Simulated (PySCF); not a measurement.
**[Yb(H2CO)]3+: other functionals and bases at one geometry**

Aim: see how levels, charges and forces of [Yb(H2CO)]3+ depend on the level of theory. It is a constructed species; whether it can be made isn't addressed.

The runs use PySCF 2.14.0; several levels, as the steps say, no spin–orbit coupling.

1 further run of the same task is left out (for a known fault of the program).

## (1) Starting geometry

5 atoms, charge 3, spin multiplicity 1.

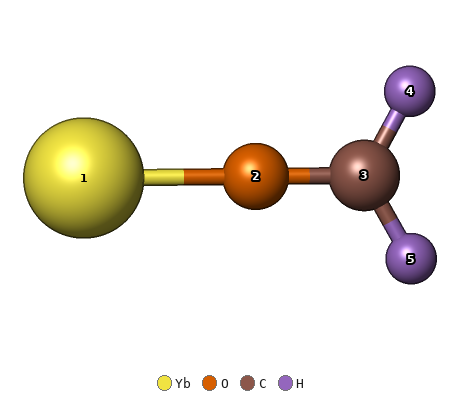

The structure; ytterbium yellow, oxygen orange, carbon brown, hydrogen purple; atoms are numbered from 1 in the order of the file.

Coordinates:

```xyz
5

Yb    0.00000    0.00000   -0.15166
O     0.00000    0.00000    1.86285
C     0.00000    0.00000    3.13463
H     0.97360    0.00000    3.67619
H    -0.97360    0.00000    3.67619
```

Formal oxidation states: Yb +3. Each metal's 13 4f electrons lie in its core potential, so multiplicities, spins and levels count the valence alone. An earlier session relaxed this geometry at PBE0, Yb lcecp-1-SVP with ECP59, O def2-SVP, C def2-SVP, H def2-SVP (singlet, point group C2v).

At PBE0 on the finer grid: E = -152.364073 Eh, HOMO -25.63 eV, LUMO -19.69 eV, Mulliken charge on Yb1 +2.42 e, largest force component 0.001 eV/Å. 

Levels to run: M06-L; r2SCAN; PBE0, TZVP. Hardware: 2 threads of Intel Xeon at 2.60GHz (Ice Lake), shared host.

## (2) M06-L

The input, run.py (the lines that set the calculation):

```python
mol = gto.M(atom='''
Yb     0.00000     0.00000    -0.15166
O      0.00000     0.00000     1.86285
C      0.00000     0.00000     3.13463
H      0.97360     0.00000     3.67619
H     -0.97360     0.00000     3.67619''',
    basis={'Yb': 'lcecp-1-SVP', 'O': 'def2-SVP', 'C': 'def2-SVP', 'H': 'def2-SVP'},
    ecp={'Yb': 'lcecp-1-SVP'},
    charge=3, spin=0)
mf = dft.RKS(mol, xc='M06L')
mf.grids.atom_grid = (75, 302)  # f atoms: unpruned, at least (60, 302)
mf = mf.density_fit()  # fitting sets: Yb AutoAux, O def2-universal-JKFIT, C def2-universal-JKFIT, H def2-universal-JKFIT
mf.conv_tol = 1e-08; mf.max_cycle = 55
mf.kernel(dm0)  # dm0: the density of the relaxed state
```

Launch:

```console
OMP_NUM_THREADS=2 python run.py
```

Standard output:

```text
init E= -152.504664210417
  HOMO = -0.894840332765764  LUMO = -0.746842977031194  gap/eV = 4.02721
cycle= 1 E= -152.507848961574  delta_E= -0.00318  |g|= 0.0162  |ddm|= 0.145
  HOMO = -0.890869011773368  LUMO = -0.742406326297615  gap/eV = 4.03988
cycle= 2 E= -152.507883019659  delta_E= -3.41e-05  |g|= 0.0104  |ddm|= 0.0266
  HOMO = -0.892137318967738  LUMO = -0.743697694272594  gap/eV = 4.03925
cycle= 3 E= -152.507904816068  delta_E= -2.18e-05  |g|= 0.00546  |ddm|= 0.0136
  HOMO = -0.891944831263633  LUMO = -0.743784234325187  gap/eV = 4.03166
cycle= 4 E= -152.507912258927  delta_E= -7.44e-06  |g|= 0.00165  |ddm|= 0.00548
  HOMO = -0.891778900048504  LUMO = -0.743713151597698  gap/eV = 4.02907
cycle= 5 E= -152.507912542388  delta_E= -2.83e-07  |g|= 0.00105  |ddm|= 0.00165
  HOMO = -0.891871667884796  LUMO = -0.743681964780132  gap/eV = 4.03245
cycle= 6 E= -152.507912802157  delta_E= -2.6e-07  |g|= 6.61e-05  |ddm|= 0.00104
  HOMO = -0.891861490876163  LUMO = -0.74368795846608  gap/eV = 4.03201
cycle= 7 E= -152.507912804177  delta_E= -2.02e-09  |g|= 7.76e-06  |ddm|= 0.000117
  HOMO = -0.891860710929443  LUMO = -0.743687029105695  gap/eV = 4.03201
Extra cycle  E= -152.507912804159  delta_E= 1.85e-11  |g|= 1.31e-05  |ddm|= 1.64e-05
converged SCF energy = -152.507912804159
```

It took 4.4 s on 2 threads of Intel Xeon at 2.60GHz (Ice Lake), shared host.

It gives: E = -152.507913 Eh, HOMO -24.27 eV, LUMO -20.24 eV, Mulliken charge on Yb1 +2.45 e, largest force component 0.511 eV/Å. 

## (3) r2SCAN

Changes to run.py (the lines that set the calculation) since step 2:

```diff
@@ -9,3 +9,3 @@
     charge=3, spin=0)
-mf = dft.RKS(mol, xc='M06L')
+mf = dft.RKS(mol, xc='R2SCAN')
 mf.grids.atom_grid = (75, 302)  # f atoms: unpruned, at least (60, 302)
```

Launch:

```console
OMP_NUM_THREADS=2 python run.py
```

Standard output:

```text
init E= -152.456186010816
  HOMO = -0.897091203562823  LUMO = -0.744357082209728  gap/eV = 4.15611
cycle= 1 E= -152.456646599883  delta_E= -0.000461  |g|= 0.0106  |ddm|= 0.0663
  HOMO = -0.898810263838094  LUMO = -0.743429780786584  gap/eV = 4.22812
cycle= 2 E= -152.456624533347  delta_E= 2.21e-05  |g|= 0.0133  |ddm|= 0.0312
  HOMO = -0.897006669214036  LUMO = -0.743207385231345  gap/eV = 4.18509
cycle= 3 E= -152.456681194108  delta_E= -5.67e-05  |g|= 0.00319  |ddm|= 0.0171
  HOMO = -0.897350476194571  LUMO = -0.74335636159923  gap/eV = 4.19039
cycle= 4 E= -152.456682350391  delta_E= -1.16e-06  |g|= 0.00193  |ddm|= 0.00285
  HOMO = -0.897303739038968  LUMO = -0.743398506412422  gap/eV = 4.18797
cycle= 5 E= -152.456683113951  delta_E= -7.64e-07  |g|= 0.000116  |ddm|= 0.00133
  HOMO = -0.897312669846521  LUMO = -0.743389566697426  gap/eV = 4.18846
cycle= 6 E= -152.456683117255  delta_E= -3.3e-09  |g|= 1.91e-05  |ddm|= 0.000138
  HOMO = -0.897311063006615  LUMO = -0.74338963551375  gap/eV = 4.18842
Extra cycle  E= -152.45668311713  delta_E= 1.25e-10  |g|= 3.31e-05  |ddm|= 4.26e-05
converged SCF energy = -152.45668311713
```

It took 4.2 s on 2 threads of Intel Xeon at 2.60GHz (Ice Lake), shared host.

It gives: E = -152.456683 Eh, HOMO -24.42 eV, LUMO -20.23 eV, Mulliken charge on Yb1 +2.42 e, largest force component 0.288 eV/Å. 

## (4) PBE0, TZVP

Basis: Yb lcecp-1-TZVP with ECP59, O def2-TZVP, C def2-TZVP, H def2-TZVP. 

The input, run.py (the lines that set the calculation):

```python
mol = gto.M(atom='''
Yb     0.00000     0.00000    -0.15166
O      0.00000     0.00000     1.86285
C      0.00000     0.00000     3.13463
H      0.97360     0.00000     3.67619
H     -0.97360     0.00000     3.67619''',
    basis={'Yb': 'lcecp-1-TZVP', 'O': 'def2-TZVP', 'C': 'def2-TZVP', 'H': 'def2-TZVP'},
    ecp={'Yb': 'lcecp-1-TZVP'},
    charge=3, spin=0)
mf = dft.RKS(mol, xc='PBE0')
mf.grids.atom_grid = (75, 302)  # f atoms: unpruned, at least (60, 302)
mf = mf.density_fit()  # fitting sets: Yb AutoAux, O def2-universal-JKFIT, C def2-universal-JKFIT, H def2-universal-JKFIT
mf.conv_tol = 1e-08; mf.max_cycle = 55
mf.kernel(dm0)  # dm0: free metal ions and neutral atoms
```

Launch:

```console
OMP_NUM_THREADS=2 python run.py
```

Standard output:

```text
init E= -143.512479132199
  HOMO = -1.45486783647154  LUMO = -1.27730754334655  gap/eV = 4.83166
cycle= 1 E= -150.693852410918  delta_E= -7.18  |g|= 3.41  |ddm|= 2.48
  HOMO = -0.73437786888945  LUMO = -0.728256609848345  gap/eV = 0.16657
cycle= 2 E= -139.1797702408  delta_E= 11.5  |g|= 4.61  |ddm|= 5.11
  HOMO = -1.3402961408875  LUMO = -1.07742880099558  gap/eV = 7.15298
cycle= 3 E= -151.849731869328  delta_E= -12.7  |g|= 1.66  |ddm|= 5.08
  HOMO = -1.03233819984153  LUMO = -0.751805496898768  gap/eV = 7.63368
cycle= 4 E= -152.383904163958  delta_E= -0.534  |g|= 0.731  |ddm|= 1.03
  HOMO = -0.90923144026873  LUMO = -0.736864557165764  gap/eV = 4.69034
cycle= 5 E= -152.461045255253  delta_E= -0.0771  |g|= 0.45  |ddm|= 0.635
  HOMO = -0.928545963235695  LUMO = -0.72661957322372  gap/eV = 5.49470
cycle= 6 E= -152.495643877369  delta_E= -0.0346  |g|= 0.0576  |ddm|= 0.194
  HOMO = -0.93958734364702  LUMO = -0.721109728242891  gap/eV = 5.94508
cycle= 7 E= -152.496502743799  delta_E= -0.000859  |g|= 0.0167  |ddm|= 0.047
  HOMO = -0.93993734384237  LUMO = -0.722045100558044  gap/eV = 5.92915
cycle= 8 E= -152.496558583599  delta_E= -5.58e-05  |g|= 0.00408  |ddm|= 0.0116
  HOMO = -0.940228616295112  LUMO = -0.721678553771899  gap/eV = 5.94705
cycle= 9 E= -152.496561774666  delta_E= -3.19e-06  |g|= 0.000291  |ddm|= 0.00227
  HOMO = -0.940248571043846  LUMO = -0.72167507819971  gap/eV = 5.94769
cycle= 10 E= -152.496561789463  delta_E= -1.48e-08  |g|= 3.84e-05  |ddm|= 0.000166
  HOMO = -0.940249335860319  LUMO = -0.72168019594557  gap/eV = 5.94757
cycle= 11 E= -152.496561789805  delta_E= -3.41e-10  |g|= 4.27e-06  |ddm|= 3.42e-05
  HOMO = -0.940249657333773  LUMO = -0.721679128828834  gap/eV = 5.94761
Extra cycle  E= -152.496561789808  delta_E= -3.69e-12  |g|= 3.26e-06  |ddm|= 6.51e-06
converged SCF energy = -152.496561789808
```

Run time: 8.1 s. Hardware: 2 threads of Intel Xeon at 2.60GHz (Ice Lake), shared host.

Read off: E = -152.496562 Eh, HOMO -25.59 eV, LUMO -19.64 eV, Mulliken charge on Yb1 +2.52 e, largest force component 0.445 eV/Å. 

## (5) Results

| level | state | HOMO (eV) | gap (eV) | charge on Yb1 (e) | dipole (D) | largest force (eV/Å) | basis functions | time |
| --- | --- | --- | --- | --- | --- | --- | --- | --- |
| PBE0 (relaxed here) | singlet | -25.63 | 5.94 | 2.42 | 5.50 | 0.00 | 71 | 6.9 s |
| M06-L | singlet | -24.27 | 4.03 | 2.45 | 5.44 | 0.51 | 71 | 4.4 s |
| r2SCAN | singlet | -24.42 | 4.19 | 2.42 | 5.56 | 0.29 | 71 | 4.2 s |
| PBE0, TZVP | singlet | -25.59 | 5.95 | 2.52 | 5.56 | 0.44 | 121 | 8.1 s |

Times are on 2 threads of Intel Xeon at 2.60GHz (Ice Lake), shared host; the first row also made further properties. The dipole of a charged species depends on the origin, so these sizes hold for this origin alone.

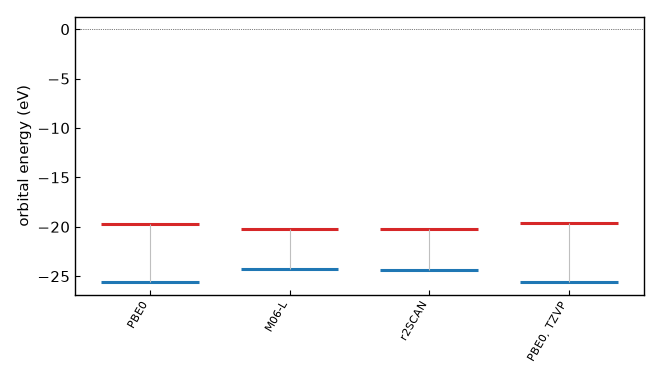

Highest filled and lowest empty level, method by method.

In one basis the HOMO–LUMO gap runs from 4.03 eV (M06-L) to 5.94 eV (PBE0). The largest leftover force, 0.51 eV/Å with M06-L, stands at a geometry relaxed at another level. The Mulliken charge on Yb spans +2.42 to +2.52 e over the levels. With 4f in the core, its levels are missing from HOMO and gap. Total energies of different levels can't be compared. Spin–orbit coupling is left out throughout.
